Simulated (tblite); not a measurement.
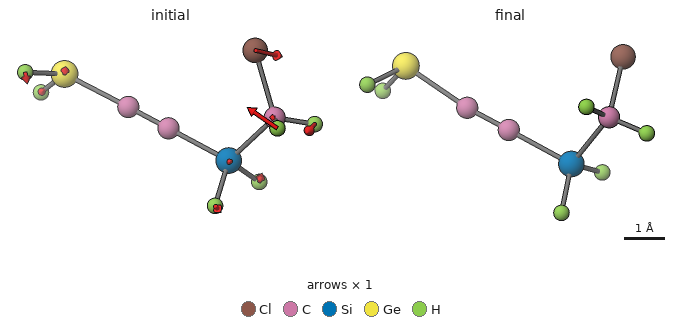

The structure of C3H6ClGeSi (multiplicity 2) before (left) and after (right) a relaxation, at one scale. The red arrows give the displacements, at their true length.

The picture is a ball-and-stick view, seen at a tilt.

All numbers below come from GFN2-xTB geometry optimisation, gas phase (tblite 0.8.0). 

**What changed between the two?**

The atom that moves furthest after the best rigid fit is the Cl atom (1.03 Å). By element the largest moves are Cl 1.03 Å, H 0.96 Å, Ge 0.27 Å, Si 0.16 Å, C 0.16 Å. Among the contacts that change: C–Si 1.793 → 1.847 Å, C–Si 1.869 → 1.917 Å, C–Ge 1.878 → 1.913 Å, H–Si 1.484 → 1.463 Å. Among the angles between lasting bonds that change: C–Ge–H 114.5° → 102.9°, H–Ge–H 114.8° → 103.4°, C–Ge–H 112.4° → 102.5°. Groups turn about C–Si by about 50°. Over 98 geometry steps the energy falls by 0.483 eV.
